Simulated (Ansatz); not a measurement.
# Calculations on BN2H6

Part 1: Relaxation

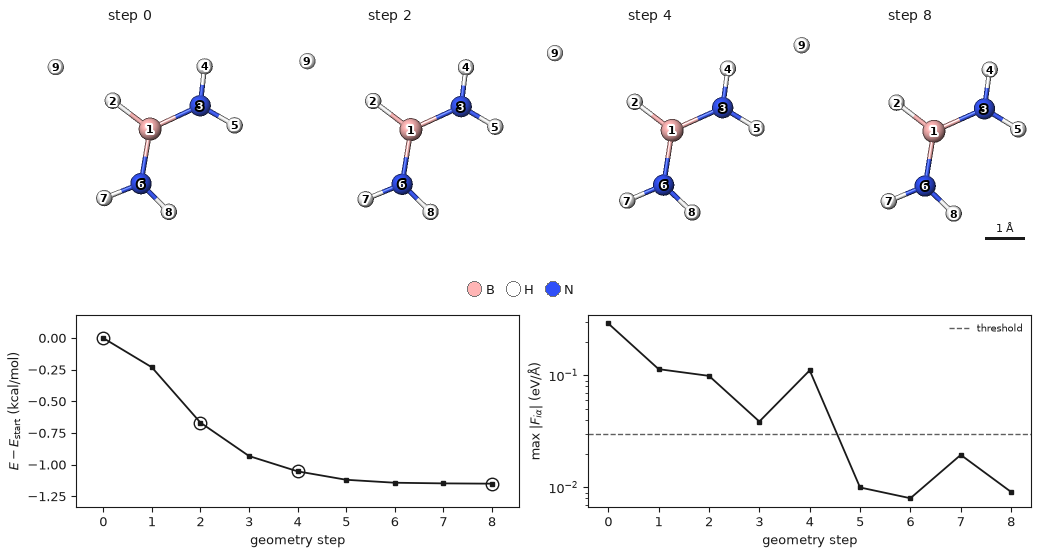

Frames of a relaxation of BN2H6 (multiplicity 2), marked on the history of the run. The picture is a ball-and-stick view, seen at a tilt.

The run prepares an end point of a later path (reaction) calculation, from a guessed geometry.

All numbers below come from UKS PBE/6-31G* (Ansatz 0.2.0). Settings: collinear spin; force threshold 0.03 eV/Å; at most 50 steps.

Describe the path.

Answer. After 8 geometry steps the energy has fallen by 1.15 kcal/mol. The largest force component goes from 0.29 to 0.0091 eV/Å. The atom that moves furthest after the best rigid fit is H9 (1.05 Å). Largest moves by element: H 1.05 Å, N 0.14 Å, B 0.11 Å. Some distances before and after: B1–H2 1.204 → 1.210 Å. From step 0 to 2: H9 moves most (0.26 Å), energy −0.67 kcal/mol. From step 2 to 4: H9 moves most (0.39 Å), energy −0.38 kcal/mol. From step 4 to 8: H9 moves most (0.41 Å), energy −0.10 kcal/mol.

| step | E − E(0), kcal/mol | largest force component, eV/Å |
| --- | --- | --- |
| 0 | 0.00 | 0.2908 |
| 1 | -0.23 | 0.1137 |
| 2 | -0.67 | 0.0991 |
| 3 | -0.93 | 0.0388 |
| 4 | -1.05 | 0.1110 |
| 5 | -1.12 | 0.0100 |
| 6 | -1.14 | 0.0080 |
| 7 | -1.15 | 0.0195 |
| 8 | -1.15 | 0.0091 |

Part 2: Relaxation

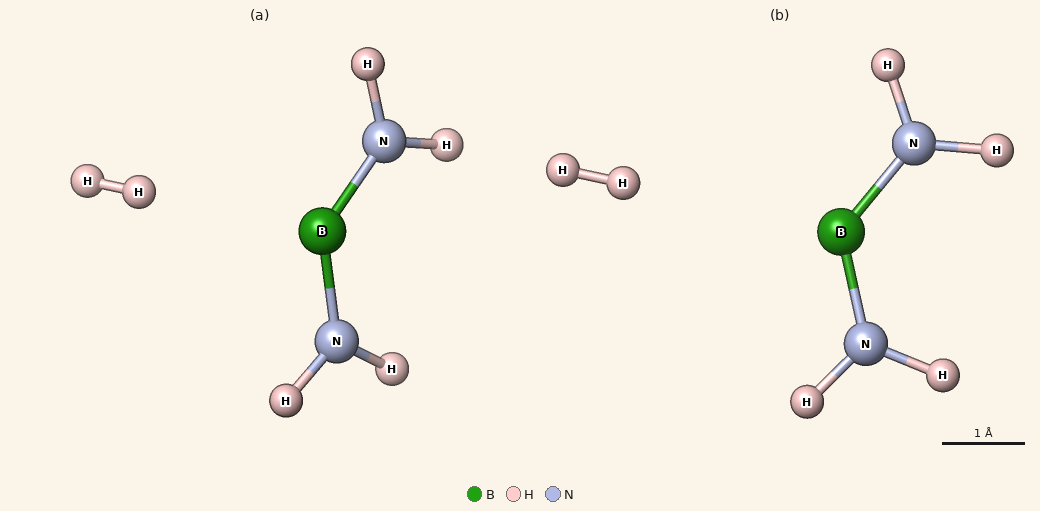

The structure of BN2H6 (multiplicity 2) before (left) and after (right) a relaxation, at one scale.

A ball-and-stick model, seen face on.

The run prepares an end point of a later path (reaction) calculation, from a guessed geometry.

Computed with UKS PBE/6-31G* (Ansatz). (collinear spin; force threshold 0.03 eV/Å; at most 50 steps)

Summarise the run.

The largest moves after the best rigid fit, 0.67 Å, are those of H atoms. By element the largest moves are H 0.67 Å, B 0.49 Å, N 0.17 Å. Among the contacts that change: H–H 0.716 → 0.759 Å. Over 12 accepted moves (14 points after the start) the energy falls by 1.62 kcal/mol. Largest force component: 1.6 eV/Å at the start, 0.029 eV/Å at the end. The line search rejected the trial steps at points 3, 11 of the run. The forces were under the threshold at step 9, but the run went on from there.

Limits of the set-up: the start holds two separate molecules, 2.4 Å apart at their closest, whose relative position is a soft coordinate and is computed without a dispersion correction.

Part 3: Path

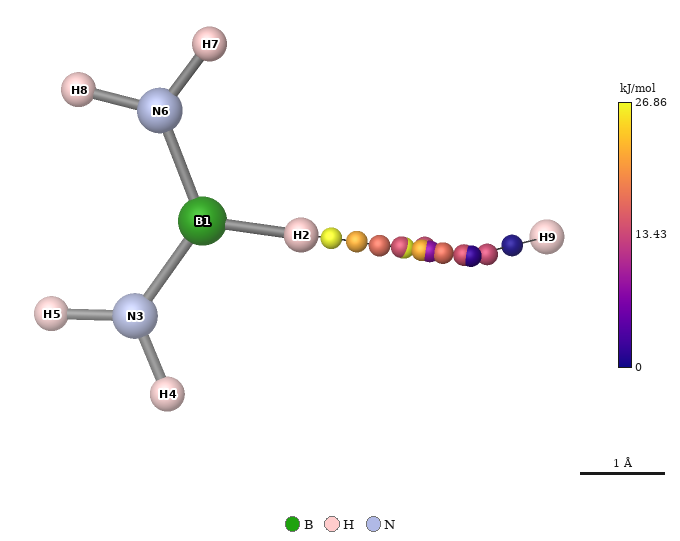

A search for the minimum-energy path of BN2H6 (multiplicity 2), made up at the start of BN2H5 and H by the nudged elastic band. Images are numbered from 0 (start) to 8 (end). The start is drawn whole; smaller spheres mark the moving atoms (H) in the later images, joined by lines and coloured by the energy of the image relative to the start. A ball-and-stick model, seen face on.

All numbers below come from UKS PBE/6-31G* (Ansatz 0.2.0). Run with 7 movable images; climbing image; force threshold 0.03 eV/Å; iteration limit 60; starting path through a guess of the saddle point.

Q: What moves, how far, and at what cost in energy?

A: A hydrogen atom shifts from one atom to another. Breaking: B1–H2 (1.21 → 1.62 at the top → 2.75 Å). Forming: H2–H9 (2.99 → 0.89 at the top → 0.76 Å). The energy climbs by 26.9 kJ/mol to image 4 and then falls by 13.0 kJ/mol, so the end point sits at +13.9 kJ/mol. The band converged in 18 iterations. The largest component of the band force went from 13 to 0.027 eV/Å. The climbing image converged on the top of the path. Its vibrational analysis gives one imaginary mode (643i cm⁻¹), as a transition state must have.

Limits of the set-up: the start holds two separate molecules, 3.0 Å apart at their closest, whose relative position is a soft coordinate and is computed without a dispersion correction.

The run took 4.4 min on 1 thread of Arm Neoverse V2, with other jobs on the host, peak memory 0.13 GiB.
